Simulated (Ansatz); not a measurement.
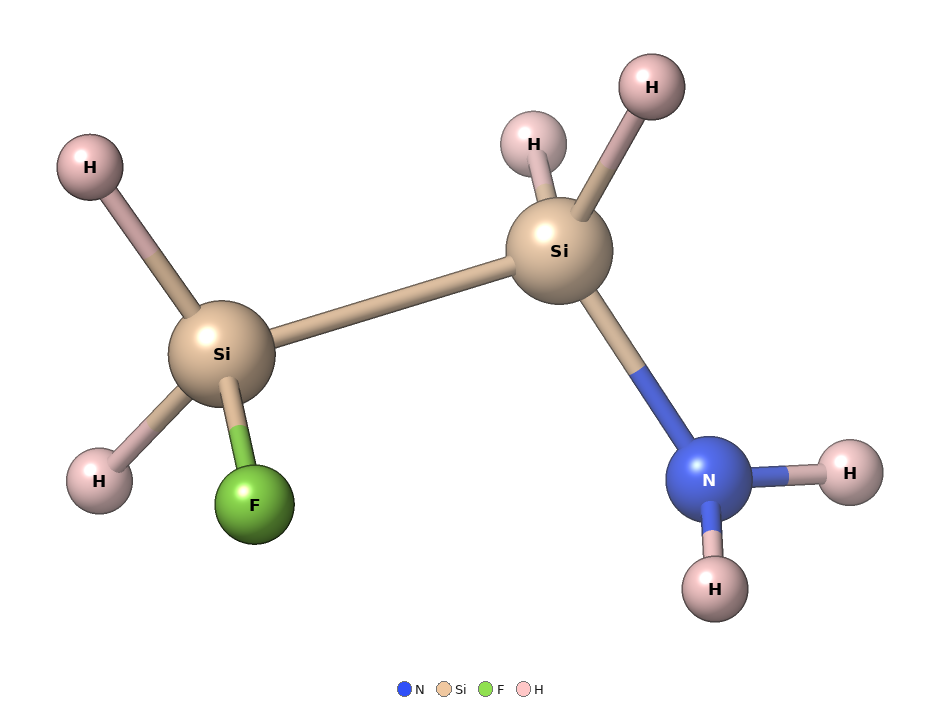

Atoms fade into the background with distance from the viewer. The geometry was computed by an optimisation with PBE0-D4/def2-TZVP.

**List the symmetry elements and name the point group.**

It has no symmetry element but the identity, so the point group is C1. The group has 1 operation. The geometry is chiral, and symmetry allows a dipole moment.
